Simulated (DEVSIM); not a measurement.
Device: Au/SiON/p-InP capacitor, at 300 K.

| layer (left to right) | material | thickness (nm) | Na (cm⁻³) |
|---|---|---|---|
| 1 | SiON | 3.70 | - |
| 2 | InP | 4800 | 1.7e16 |

Metal gate on the left, work function 5.1 eV. Fixed charge at the semiconductor interface -6.4e11 cm⁻² (in units of +e); interface traps 2e12 cm⁻² eV⁻¹, uniform in energy, neutral level at 0.7 of the gap above the valence band.

Constants are typed, rounded textbook-type inputs, not results; the design itself was drawn at random and stands for no fabricated device. Values at 300 K.

| parameter | SiON | InP |
|---|---|---|
| gap (eV) | 7 | 1.344 |
| affinity (eV) | 1.4 | 4.38 |
| permittivity | 5.5 | 12.5 |
| Nc (cm⁻³) | - | 5.7e17 |
| Nv (cm⁻³) | - | 1.1e19 |

DEVSIM, 1D Poisson equation in equilibrium, Boltzmann statistics, complete ionisation; no quantum confinement or tunnelling. Metal contacts follow the ideal Schottky-Mott rule: no Fermi-level pinning, no interface dipoles.

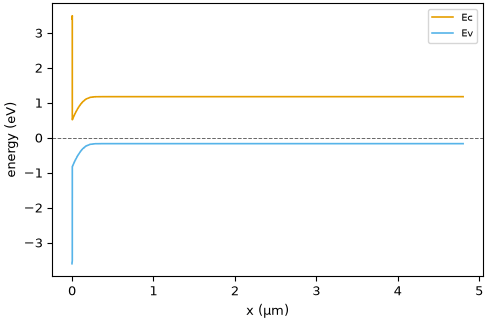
Band edges at 0.3 V on the gate

Energies count from the Fermi level of the right contact; mesh points crowd at the junctions.

```
x (μm)    Ec (eV)  Ev (eV)  n (cm⁻³)  p (cm⁻³)  field (V/cm)
--------  -------  -------  --------  --------  ------------
0.000       3.400   -3.600     < 1e2     < 1e2        260000
0.001054    3.428   -3.572     < 1e2     < 1e2        260000
0.002379    3.462   -3.538     < 1e2     < 1e2        260000
0.003498    3.492   -3.508     < 1e2     < 1e2        260000
0.005247    0.526   -0.818     8.5e8    200000         55000
0.008442    0.543   -0.801     4.3e8    390000         55000
0.01541     0.581   -0.763     1.0e8   1600000         53000
0.03810     0.695   -0.649   1200000     1.4e8         47000
0.08007     0.872   -0.472      1300    1.3e11         37000
0.1716      1.108   -0.236     < 1e2    1.2e15         15000
0.3710      1.176   -0.168     < 1e2    1.7e16            71
1.021       1.177   -0.167     < 1e2    1.7e16           ≈ 0
2.223       1.177   -0.167     < 1e2    1.7e16           ≈ 0
3.586       1.177   -0.167     < 1e2    1.7e16           ≈ 0
4.378       1.177   -0.167     < 1e2    1.7e16           ≈ 0
4.609       1.177   -0.167     < 1e2    1.7e16           ≈ 0
4.712       1.177   -0.167     < 1e2    1.7e16           ≈ 0
4.762       1.177   -0.167     < 1e2    1.7e16           ≈ 0
4.790       1.177   -0.167     < 1e2    1.7e16           ≈ 0
4.798       1.177   -0.167     < 1e2    1.7e16           ≈ 0
4.802       1.177   -0.167     < 1e2    1.7e16           ≈ 0
4.804       1.177   -0.167     < 1e2    1.7e16           ≈ 0
```
